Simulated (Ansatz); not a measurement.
**CH₅AlOSi: how energies converge with the basis set**

How large a basis does CH₅AlOSi need? Two functionals are run in growing sets.

Method: one geometry, several basis sets; program: Ansatz 0.2.0, Gaussian basis.

Levels to be run: PBE0-D4/def2-SVP; ωB97M-V/def2-SVP; PBE0-D4/def2-QZVPP; ωB97M-V/def2-QZVPP; the functionals' def2-TZVPP values are taken from earlier runs.

## (1) The relaxed structure

An earlier PBE0-D4 in a triple-zeta def2 set relaxation fixed the geometry.

9 atoms, charge 0, spin multiplicity 1.

Atoms are counted from 1 here; the program's logs count them from 0.

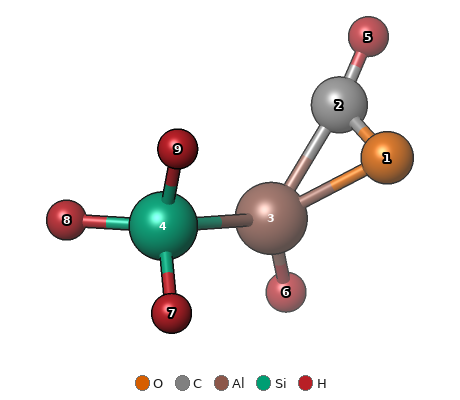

The geometry (oxygen orange, carbon grey, aluminium brown, silicon teal, hydrogen red); atoms are numbered from 1 in the order of the file.

Coordinates:

```mol
CH5AlOSi
  3D, bonds by distance, orders not assigned

  9  9  0  0  0  0  0  0  0  0999 V2000
    1.2728    1.5037   -0.7743 O   0  0
    0.9420    0.7609   -1.7232 C   0  0
    0.9294   -0.3148   -0.1076 Al  0  0
   -1.1986   -0.4986    1.0785 Si  0  0
    0.9043    1.2170   -2.7275 H   0  0
    2.2790   -1.0745    0.2141 H   0  0
   -1.0484   -0.2921    2.5478 H   0  0
   -1.8034   -1.8496    0.8900 H   0  0
   -2.1887    0.5017    0.5851 H   0  0
  1  2  8  0
  1  3  8  0
  2  3  8  0
  2  5  8  0
  3  4  8  0
  3  6  8  0
  4  7  8  0
  4  8  8  0
  4  9  8  0
M  END
```

## (2) PBE0-D4 in def2-SVP

Input file in.yaml:

```yaml
crystal:
  periodic: [false, false, false]
  atoms:
    - {symbol: O, position_ang: [1.272848, 1.503663, -0.774340]}
    - {symbol: C, position_ang: [0.941960, 0.760885, -1.723169]}
    - {symbol: Al, position_ang: [0.929392, -0.314784, -0.107610]}
    - {symbol: Si, position_ang: [-1.198553, -0.498592, 1.078493]}
    - {symbol: H, position_ang: [0.904350, 1.217000, -2.727515]}
    - {symbol: H, position_ang: [2.278953, -1.074468, 0.214137]}
    - {symbol: H, position_ang: [-1.048393, -0.292082, 2.547837]}
    - {symbol: H, position_ang: [-1.803359, -1.849584, 0.889966]}
    - {symbol: H, position_ang: [-2.188699, 0.501662, 0.585104]}
basis:
  gaussian: {orbitals: def2-SVP}
hamiltonian: {xc: pbe0, dispersion: d4}
output: {orbitals: {seedname: orbitals}}
```

Launch:

```sh
$ ansatz run in.yaml --threads 2 --pin off --events-out ev --progress --plain --max-ram 4352MiB
```

The runs that follow: ωB97M-V in def2-SVP; PBE0-D4 in def2-QZVPP; ωB97M-V in def2-QZVPP.

Q: Predict the results of all the runs planned. Wanted: PBE0-D4: double and triple zeta above quadruple; ωB97M-V: double and triple zeta above quadruple.

As calculated:

| quantity | value |
| --- | --- |
| PBE0-D4: double and triple zeta above quadruple | 9.36, 0.64 eV |
| ωB97M-V: double and triple zeta above quadruple | 9.47, 0.61 eV |

For PBE0-D4 the step from double to triple zeta gains 8.72 eV and the next only 0.64 eV. Total energies overstate the basis error of differences, where much of it tends to cancel.
